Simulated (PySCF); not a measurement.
**NOF (nitrosyl fluoride) at CCSDT(Q)/STO-6G**

What is the energy change on altering one bond length of NOF (nitrosyl fluoride) at CCSDT(Q)/STO-6G? 

Program for the calculation: PySCF 2.14.0.

13 further runs of the same task are left out: 4 that didn't finish, 9 set aside as unsound or not needed.

## Step 1: Starting point

The species is NOF (3 atoms), meant as a singlet with charge 0. SMILES: `O=NF`. Geometry: relaxed at PBE0-D4/def2-TZVP.

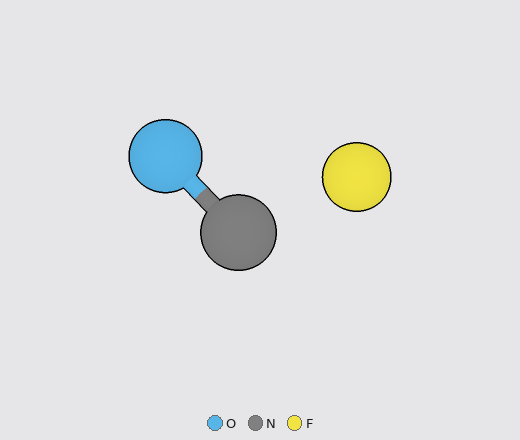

Viewed from a chosen angle; oxygen blue, nitrogen grey, fluorine yellow.

## Step 2: The energy at CCSDT(Q)/STO-6G

Input file input.py:

```python
from pyscf import gto, scf, cc

mol = gto.M(
    atom='''
O    0.868350   0.242970   0.504740
N    0.148930  -0.482540   0.029910
F   -1.017290   0.239580  -0.534650
''',
    max_memory=1860,
    charge=0,
    spin=0,
    basis='sto-6g',
    verbose=3,
)

mf = scf.RHF(mol)
mf.conv_tol = 1e-10
mf.kernel()
if not mf.converged:
    mf = mf.newton().run(mf.mo_coeff, mf.mo_occ)

mycc = cc.CCSDT(mf, frozen=3)
mycc.kernel()
e_bracket, e_q = mycc.ccsdt_q()
energy = mycc.e_tot + e_q
print('Final energy', energy)
```

The run is started by

```
$ OMP_NUM_THREADS=1 python input.py
```

Output:

```text
converged SCF energy = -227.655188820313
_make_eris_incore_RCCSDT

WARN: A large `blksize` is being used, which may cause large memory consumption
      for storing contraction intermediates. If memory is sufficient, consider using
      `pyscf.cc.rccsdt_highm.RCCSDT` instead.

RCCSDT converged
E(RCCSDT) = -227.8401406626689   E_corr = -0.1849518423560773
E_corr(same-spin) = -0.0306092801307119
E_corr(oppo-spin) = -0.154342562225365
_make_eris_incore_RCCSDT
Final energy -227.84113867093467
```

It took 2.9 s on 1 thread of Arm Neoverse V1, shared host; peak memory 0.1 GiB.

## Step 3: The distorted shape, same level

Input file run.py:

```python
from pyscf import gto, cc

system = gto.M(
    atom=[
    ('O', (1.451469, -0.118096, 0.787025)),
    ('N', (0.732049, -0.843606, 0.312195)),
    ('F', (-1.017290, 0.239580, -0.534650)),
],
    spin=0,
    verbose=4,
    max_memory=1860,
    charge=0,
    basis='sto-6g',
)

mf = system.RHF()
mf.conv_tol = 1e-10
mf.kernel()
if not mf.converged:
    mf = mf.newton().run(mf.mo_coeff, mf.mo_occ)

mycc = cc.CCSDT(mf, frozen=3)
mycc.kernel()
e_bracket, e_q = mycc.ccsdt_q()
etot = mycc.e_tot + e_q
print('Final energy', etot)
```

The run is started by

```
$ OMP_NUM_THREADS=1 python run.py
```

Output:

```text
PySCF version 2.14.0

[INPUT] num. atoms = 3
[INPUT] num. electrons = 24
[INPUT] charge = 0
[INPUT] spin (= nelec alpha-beta = 2S) = 0
[INPUT] symmetry False subgroup None
[INPUT] Mole.unit = angstrom
[INPUT] Symbol           X                Y                Z      unit          X                Y                Z       unit  Magmom
[INPUT]  1 O      1.451469000000  -0.118096000000   0.787025000000 AA    2.742878888296  -0.223169096407   1.487261703186 Bohr   0.0
[INPUT]  2 N      0.732049000000  -0.843606000000   0.312195000000 AA    1.383372119762  -1.594184297040   0.589963047459 Bohr   0.0
[INPUT]  3 F     -1.017290000000   0.239580000000  -0.534650000000 AA   -1.922399489259   0.452740584923  -1.010342072499 Bohr   0.0

nuclear repulsion = 54.7819623330769
number of shells = 9
number of NR pGTOs = 90
number of NR cGTOs = 15
basis = sto-6g
ecp = {}

******** <class 'pyscf.scf.hf.RHF'> ********
method = RHF
initial guess = minao
damping factor = 0
level_shift factor = 0
DIIS = <class 'pyscf.scf.diis.CDIIS'>
diis_start_cycle = 1
diis_space = 8
diis_damp = 0
SCF conv_tol = 1e-10
SCF conv_tol_grad = None
SCF max_cycles = 50
direct_scf = True
direct_scf_tol = 1e-13
Set gradient conv threshold to 1e-05
Initial guess from minao.
init E= -227.508212113956
  HOMO = -0.446938193357577  LUMO = 0.00982131265415964  gap/eV = 12.42906
cycle= 1 E= -227.205031598253  delta_E= 0.303  |g|= 0.331  |ddm|= 2.39
  HOMO = 0.111378692636294  LUMO = 0.112573931050432  gap/eV = 0.03252
cycle= 2 E= -223.192613322682  delta_E= 4.01  |g|= 1.52  |ddm|= 4.41
  HOMO = -0.121447124340364  LUMO = 0.00541945451272308  gap/eV = 3.45222
cycle= 3 E= -227.379776020891  delta_E= -4.19  |g|= 0.338  |ddm|= 4.06
  HOMO = -0.186791465528735  LUMO = 0.0508558755471765  gap/eV = 6.46671
cycle= 4 E= -227.404921499179  delta_E= -0.0251  |g|= 0.235  |ddm|= 0.216
  HOMO = -0.270705401550939  LUMO = 0.108896547529287  gap/eV = 10.32950
cycle= 5 E= -227.383135570033  delta_E= 0.0218  |g|= 0.265  |ddm|= 0.178
  HOMO = -0.264913659758145  LUMO = 0.104906708238276  gap/eV = 10.06332
cycle= 6 E= -227.365686465267  delta_E= 0.0174  |g|= 0.279  |ddm|= 0.127
  HOMO = -0.278493144665762  LUMO = 0.109310215712553  gap/eV = 10.55267
cycle= 7 E= -227.350033246591  delta_E= 0.0157  |g|= 0.286  |ddm|= 0.102
  HOMO = -0.299456149774594  LUMO = 0.11877872610706  gap/eV = 11.38075
cycle= 8 E= -227.355887555358  delta_E= -0.00585  |g|= 0.284  |ddm|= 0.0773
  HOMO = -0.296520624210955  LUMO = 0.118136441303273  gap/eV = 11.28339
cycle= 9 E= -227.36288916654  delta_E= -0.007  |g|= 0.28  |ddm|= 0.0662
  HOMO = -0.290896254836259  LUMO = 0.115697981021  gap/eV = 11.06399
cycle= 10 E= -227.376870350888  delta_E= -0.014  |g|= 0.272  |ddm|= 0.0867
  HOMO = -0.291507674989538  LUMO = 0.128355954355106  gap/eV = 11.42507
cycle= 11 E= -227.447481083436  delta_E= -0.0706  |g|= 0.131  |ddm|= 0.576
  HOMO = -0.292228346795552  LUMO = 0.129332888130207  gap/eV = 11.47127
cycle= 12 E= -227.453621366752  delta_E= -0.00614  |g|= 0.122  |ddm|= 0.151
  HOMO = -0.285570412801591  LUMO = 0.126461053486021  gap/eV = 11.21195
cycle= 13 E= -227.459297458514  delta_E= -0.00568  |g|= 0.103  |ddm|= 0.11
  HOMO = -0.211613922236919  LUMO = 0.0985697521045431  gap/eV = 8.44053
cycle= 14 E= -227.468370529203  delta_E= -0.00907  |g|= 0.0369  |ddm|= 0.392
  HOMO = -0.227857594947361  LUMO = 0.104292458016658  gap/eV = 9.03826
cycle= 15 E= -227.469178133123  delta_E= -0.000808  |g|= 0.0085  |ddm|= 0.102
  HOMO = -0.227915465575955  LUMO = 0.10473999257414  gap/eV = 9.05202
cycle= 16 E= -227.469220779588  delta_E= -4.26e-05  |g|= 0.00599  |ddm|= 0.0141
  HOMO = -0.225400106268429  LUMO = 0.104009290750483  gap/eV = 8.96369
cycle= 17 E= -227.469251692799  delta_E= -3.09e-05  |g|= 0.000484  |ddm|= 0.0188
  HOMO = -0.22540424328131  LUMO = 0.103924860435697  gap/eV = 8.96150
cycle= 18 E= -227.469251936609  delta_E= -2.44e-07  |g|= 0.000309  |ddm|= 0.00257
  HOMO = -0.225423706044198  LUMO = 0.103958516778881  gap/eV = 8.96295
cycle= 19 E= -227.469252108261  delta_E= -1.72e-07  |g|= 0.00016  |ddm|= 0.00155
  HOMO = -0.225425598997861  LUMO = 0.103954473999023  gap/eV = 8.96289
cycle= 20 E= -227.469252237242  delta_E= -1.29e-07  |g|= 7.67e-05  |ddm|= 0.00189
  HOMO = -0.2254077096054  LUMO = 0.103941752234105  gap/eV = 8.96206
cycle= 21 E= -227.469252268222  delta_E= -3.1e-08  |g|= 2.97e-05  |ddm|= 0.00136
  HOMO = -0.225418227335001  LUMO = 0.103948302986092  gap/eV = 8.96252
cycle= 22 E= -227.469252269743  delta_E= -1.52e-09  |g|= 6.17e-06  |ddm|= 0.000199
  HOMO = -0.225418978353402  LUMO = 0.103948907188791  gap/eV = 8.96256
cycle= 23 E= -227.469252269792  delta_E= -4.84e-11  |g|= 2.32e-06  |ddm|= 2.38e-05
  HOMO = -0.225419118408674  LUMO = 0.103948793189825  gap/eV = 8.96256
Extra cycle  E= -227.469252269795  delta_E= -2.9e-12  |g|= 1.54e-06  |ddm|= 4.62e-06
converged SCF energy = -227.469252269795

******** <class 'pyscf.cc.rccsdt.RCCSDT'> ********
RCCSDT nocc = 9, nmo = 12
Allocating only the i<=j<=k part of the T3 amplitude in memory
frozen orbitals 3
max_cycle = 50
conv_tol = 1e-07
conv_tol_normt = 1e-06
diis with the T3 amplitude
diis_space = 6
diis_start_cycle = 0
diis_start_energy_diff = 1e+09
einsum_backend: numpy
_make_eris_incore_RCCSDT
blksize  8    blksize_oovv  4    blksize_oooo  4    blksize_vvvv  1

WARN: A large `blksize` is being used, which may cause large memory consumption
      for storing contraction intermediates. If memory is sufficient, consider using
      `pyscf.cc.rccsdt_highm.RCCSDT` instead.

Approximate memory usage estimate
    T3 memory                34.8 KB
    R3 memory                34.8 KB
    Symmetrized T3 memory    19.0 KB
    ERIs memory               162 KB
    T1-ERIs memory            162 KB
    Intermediates memory      162 KB
    Block workspace          43.9 KB
    T3 einsum buffer         43.9 KB
Total estimated memory        662 KB
Init t2, MP2 energy = -227.724496637701  E_corr(MP2) -0.255244367906
Init E_corr(RCCSDT) = -0.255244367905995
cycle =  1  E_corr(RCCSDT) = -0.279782942200  dE = -2.453857429357e-02  norm(d tamps) = 1.80919741e-01
cycle =  2  E_corr(RCCSDT) = -0.320997392346  dE = -4.121445014615e-02  norm(d tamps) = 1.45179711e-01
cycle =  3  E_corr(RCCSDT) = -0.320238818161  dE =  7.585741844678e-04  norm(d tamps) = 9.32945413e-02
cycle =  4  E_corr(RCCSDT) = -0.325290022410  dE = -5.051204248326e-03  norm(d tamps) = 4.96645617e-02
cycle =  5  E_corr(RCCSDT) = -0.329738439973  dE = -4.448417563277e-03  norm(d tamps) = 1.94509531e-02
cycle =  6  E_corr(RCCSDT) = -0.330393000541  dE = -6.545605686026e-04  norm(d tamps) = 8.27602416e-03
cycle =  7  E_corr(RCCSDT) = -0.330115291928  dE =  2.777086133421e-04  norm(d tamps) = 4.78966041e-03
cycle =  8  E_corr(RCCSDT) = -0.330254614453  dE = -1.393225244387e-04  norm(d tamps) = 3.84677080e-03
cycle =  9  E_corr(RCCSDT) = -0.330359631477  dE = -1.050170244493e-04  norm(d tamps) = 3.10256130e-03
cycle = 10  E_corr(RCCSDT) = -0.330543968697  dE = -1.843372196434e-04  norm(d tamps) = 2.88785581e-03
cycle = 11  E_corr(RCCSDT) = -0.330485863571  dE =  5.810512595095e-05  norm(d tamps) = 2.45570916e-03
cycle = 12  E_corr(RCCSDT) = -0.330383376511  dE =  1.024870599370e-04  norm(d tamps) = 2.46699262e-03
cycle = 13  E_corr(RCCSDT) = -0.330368720609  dE =  1.465590137545e-05  norm(d tamps) = 2.10182816e-03
cycle = 14  E_corr(RCCSDT) = -0.330507271836  dE = -1.385512269024e-04  norm(d tamps) = 1.34409664e-03
cycle = 15  E_corr(RCCSDT) = -0.330423411196  dE =  8.386063983962e-05  norm(d tamps) = 8.12439201e-04
cycle = 16  E_corr(RCCSDT) = -0.330440547102  dE = -1.713590591074e-05  norm(d tamps) = 5.11818627e-04
cycle = 17  E_corr(RCCSDT) = -0.330435949833  dE =  4.597269084861e-06  norm(d tamps) = 4.45908269e-04
cycle = 18  E_corr(RCCSDT) = -0.330431606728  dE =  4.343105208193e-06  norm(d tamps) = 2.45418101e-04
cycle = 19  E_corr(RCCSDT) = -0.330436407079  dE = -4.800350526635e-06  norm(d tamps) = 2.05203896e-04
cycle = 20  E_corr(RCCSDT) = -0.330437903748  dE = -1.496669206291e-06  norm(d tamps) = 1.81459789e-04
cycle = 21  E_corr(RCCSDT) = -0.330437887356  dE =  1.639212177107e-08  norm(d tamps) = 1.72922389e-04
cycle = 22  E_corr(RCCSDT) = -0.330435541709  dE =  2.345646653357e-06  norm(d tamps) = 1.57608289e-04
cycle = 23  E_corr(RCCSDT) = -0.330436541337  dE = -9.996277425262e-07  norm(d tamps) = 1.49063105e-04
cycle = 24  E_corr(RCCSDT) = -0.330435383634  dE =  1.157702543664e-06  norm(d tamps) = 1.24970622e-04
cycle = 25  E_corr(RCCSDT) = -0.330434536298  dE =  8.473360627037e-07  norm(d tamps) = 1.25078293e-04
cycle = 26  E_corr(RCCSDT) = -0.330437420126  dE = -2.883828242761e-06  norm(d tamps) = 7.16250482e-05
cycle = 27  E_corr(RCCSDT) = -0.330438140450  dE = -7.203235726227e-07  norm(d tamps) = 5.99443207e-05
cycle = 28  E_corr(RCCSDT) = -0.330437975880  dE =  1.645696022234e-07  norm(d tamps) = 4.74709287e-05
cycle = 29  E_corr(RCCSDT) = -0.330439232588  dE = -1.256707171049e-06  norm(d tamps) = 4.51905935e-05
cycle = 30  E_corr(RCCSDT) = -0.330439608572  dE = -3.759842079898e-07  norm(d tamps) = 4.05822524e-05
cycle = 31  E_corr(RCCSDT) = -0.330439862041  dE = -2.534697089995e-07  norm(d tamps) = 3.51633226e-05
cycle = 32  E_corr(RCCSDT) = -0.330439675488  dE =  1.865538347134e-07  norm(d tamps) = 3.04952815e-05
cycle = 33  E_corr(RCCSDT) = -0.330439305343  dE =  3.701444826754e-07  norm(d tamps) = 2.90059172e-05
cycle = 34  E_corr(RCCSDT) = -0.330439175384  dE =  1.299595200899e-07  norm(d tamps) = 1.97541639e-05
cycle = 35  E_corr(RCCSDT) = -0.330439177208  dE = -1.824033979414e-09  norm(d tamps) = 1.71669161e-05
cycle = 36  E_corr(RCCSDT) = -0.330439153858  dE =  2.334963100648e-08  norm(d tamps) = 1.58303756e-05
cycle = 37  E_corr(RCCSDT) = -0.330439169342  dE = -1.548444206190e-08  norm(d tamps) = 1.47982507e-05
cycle = 38  E_corr(RCCSDT) = -0.330439297942  dE = -1.285997206502e-07  norm(d tamps) = 1.38855906e-05
cycle = 39  E_corr(RCCSDT) = -0.330439569931  dE = -2.719892582825e-07  norm(d tamps) = 1.33088971e-05
cycle = 40  E_corr(RCCSDT) = -0.330439420383  dE =  1.495487332304e-07  norm(d tamps) = 1.20625544e-05
cycle = 41  E_corr(RCCSDT) = -0.330439629308  dE = -2.089249909187e-07  norm(d tamps) = 1.10135249e-05
cycle = 42  E_corr(RCCSDT) = -0.330439821270  dE = -1.919625063351e-07  norm(d tamps) = 9.36562544e-06
cycle = 43  E_corr(RCCSDT) = -0.330439727669  dE =  9.360100994282e-08  norm(d tamps) = 7.57962000e-06
cycle = 44  E_corr(RCCSDT) = -0.330439765213  dE = -3.754370825337e-08  norm(d tamps) = 5.94636509e-06
cycle = 45  E_corr(RCCSDT) = -0.330439769928  dE = -4.715330792493e-09  norm(d tamps) = 4.55492854e-06
cycle = 46  E_corr(RCCSDT) = -0.330439781995  dE = -1.206664068665e-08  norm(d tamps) = 3.11499550e-06
cycle = 47  E_corr(RCCSDT) = -0.330439689770  dE =  9.222451374802e-08  norm(d tamps) = 1.86532175e-06
cycle = 48  E_corr(RCCSDT) = -0.330439703168  dE = -1.339781607879e-08  norm(d tamps) = 1.60395506e-06
cycle = 49  E_corr(RCCSDT) = -0.330439717643  dE = -1.447450537206e-08  norm(d tamps) = 1.06214370e-06
cycle = 50  E_corr(RCCSDT) = -0.330439701557  dE =  1.608588701130e-08  norm(d tamps) = 8.37558412e-07
RCCSDT converged
E(RCCSDT) = -227.7996919713514   E_corr = -0.3304397015567987
E_corr(same-spin) = -0.0289734807322295
E_corr(oppo-spin) = -0.301466220824569
_make_eris_incore_RCCSDT
[Q] correction =  5.357012233523e-04    (Q) correction = -1.543315419420e-03
Final energy -227.8012352867708
```

Wall time 4.5 s (1 thread of Arm Neoverse V1, shared host); peak memory 0.12 GiB.

## Step 4: Results

Level: CCSDT(Q)/STO-6G, 3 core orbitals frozen.

| quantity | value |
| --- | --- |
| first shape: total energy | -227.84114 Eh |
| first shape: dipole moment (Hartree–Fock density) | 0.38 D |
| first shape: HOMO energy (Hartree–Fock orbitals) | -10.00 eV |
| first shape: LUMO energy (Hartree–Fock orbitals) | 5.40 eV |
| first shape: HOMO–LUMO gap (Hartree–Fock orbitals) | 15.40 eV |
| first shape: correlation energy (3 core orbitals frozen) | -185.9 mEh |
| first shape: T1 diagnostic | 0.027 |
| distorted shape: total energy | -227.80124 Eh |
| distorted shape: dipole moment (Hartree–Fock density) | 1.95 D |
| distorted shape: HOMO energy (Hartree–Fock orbitals) | -6.13 eV |
| distorted shape: LUMO energy (Hartree–Fock orbitals) | 2.83 eV |
| distorted shape: HOMO–LUMO gap (Hartree–Fock orbitals) | 8.96 eV |
| distorted shape: correlation energy (3 core orbitals frozen) | -332.0 mEh |
| distorted shape: T1 diagnostic | 0.030 |
| energy change with the N2–F3 bond stretched from 1.483 to 2.225 Å | 1.086 eV |

With the N2–F3 bond stretched from 1.483 to 2.225 Å the energy rises by 1.09 eV (105 kJ/mol). The first shape isn't relaxed at this level, so the change isn't measured from a minimum. The minimal basis adds a large error of its own. The T1 diagnostic (first shape) of 0.027 is above the customary mark for such species, so a single reference may not serve. Mulliken charges (first shape) of the mean-field density run from -0.11 on F3 to +0.18 on N2. The T1 diagnostic (distorted shape) of 0.030 is above the customary mark for such species, so a single reference may not serve.
